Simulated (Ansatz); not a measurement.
Where the default PAW files enter, the runs use the earlier of Ansatz's two default sets.

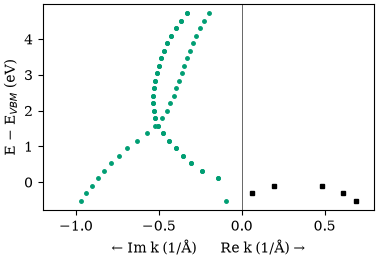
*Complex bands at the centre of the two-dimensional zone; r2SCAN (Ansatz, an electronic-structure program)*

The gap is the functional's own, uncorrected, and κ follows it; spin-orbit coupling is left out. Mid-gap values are interpolated between the computed energies.

**Question.** This is MgH2 (P4_2/mnm, rutile, 6 atoms a cell, 10.0 Å³ an atom) along the normal of (100). Read off the slowest decay at the centre of the two-dimensional zone at 2.21 eV, the computed energy nearest the middle of the gap.

**Answer.** κ ≈ 0.43 1/Å, a decay length 1/(2κ) of the density of 1.2 Å.
